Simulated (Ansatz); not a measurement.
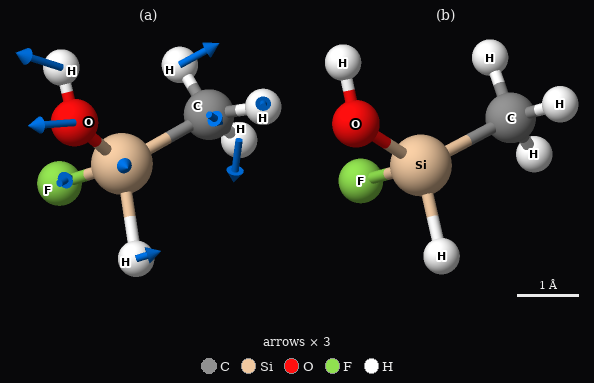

The structure of CH$_{5}$FOSi (charge −1, multiplicity 2) before (left) and after (right) a relaxation, at one scale. The blue arrows give the displacements, magnified 3 times.

The picture is a ball-and-stick view, seen at a tilt.

All numbers below come from UKS revPBE0/6-31G (Ansatz).

Input
```yaml
crystal:
  periodic: [false, false, false]
  atoms:
    - {symbol: C, position_ang: [-1.086154, 0.456444, 0.234962]}
    - {symbol: Si, position_ang: [0.556428, -0.036958, -0.404910]}
    - {symbol: O, position_ang: [1.659825, -0.483425, 0.521060]}
    - {symbol: F, position_ang: [0.287035, -1.234785, -1.425509]}
    - {symbol: H, position_ang: [-1.882351, 0.683825, -0.394000]}
    - {symbol: H, position_ang: [-1.074842, 1.414685, 0.836231]}
    - {symbol: H, position_ang: [-1.454105, -0.486468, 0.616974]}
    - {symbol: H, position_ang: [1.129459, 0.934942, -1.561946]}
    - {symbol: H, position_ang: [1.515557, -1.036089, 1.258872]}
basis:
  gaussian: {orbitals: 6-31G}
total_charge: -1
magnetization: {spin_polarized: true, initial_magnetization: 1}
hamiltonian: {xc: {name: revPBE0}}
relax: {f_tol: 0.0001, max_steps: 3}
output: {forces: true}
```

Run as
```bash
ansatz run in.yaml --threads 2 --pin off --events-out ev --progress --plain --max-ram 32768MiB --backend cpu
```

**Summarise the run.**

The relaxation stopped without meeting its thresholds, so the last structure isn't shown to be converged. The input was poor on purpose: steps. The energy falls by 2.555 eV in 2 geometry steps. Largest force component: 8 eV/Å at the start, 2 eV/Å at the end. The largest move after the best rigid fit is that of H9, 0.33 Å. By element the largest moves are H 0.33 Å, O 0.31 Å, F 0.15 Å, C 0.14 Å, Si 0.11 Å. Among the contacts that change: Si2–O3 1.508 → 1.721 Å, Si2–F4 1.597 → 1.733 Å, C1–Si2 1.831 → 1.951 Å, O3–H9 0.933 → 1.029 Å. Bond angles that change, for instance: H6–C1–H7 123.6° → 104.8°, H5–C1–H6 98.3° → 110.0°, C1–Si2–F4 105.9° → 94.4°.

Limits of the set-up: the basis has no diffuse functions, which an anion needs.
